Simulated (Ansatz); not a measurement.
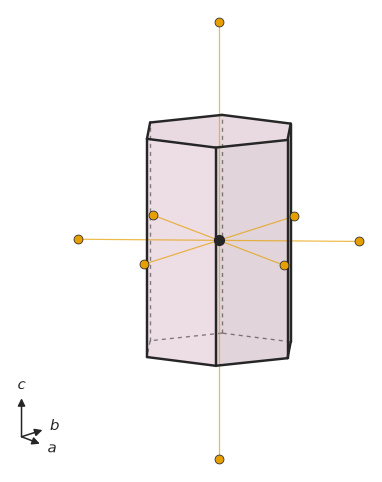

The Wigner–Seitz cell of the crystal's lattice, with lines to the lattice points that define its faces. Crystal: Ti, the input geometry of an electronic-structure calculation (not necessarily at equilibrium). All values are computed from the atomic coordinates in the standard setting (tolerance 0.002 Å).

a = 2.962 Å, b = 2.962 Å, c = 4.690 Å, α = 90.00°, β = 90.00°, γ = 120.00°; space group P6₃/mmc (No. 194).

Which of Fedorov's five parallelohedra is it?

Answer. A hexagonal prism: 8 faces (6 with 4 edges, 2 with 6 edges), 18 edges, 12 vertices. Its volume is that of the primitive cell, 35.6 Å³.

Which lattice vectors do the faces bisect?

Answer.
```csv
example,length (Å),faces,edges of each,area (Å²)
a + b,2.96,6,4,8.0
c,4.69,2,6,7.6
```
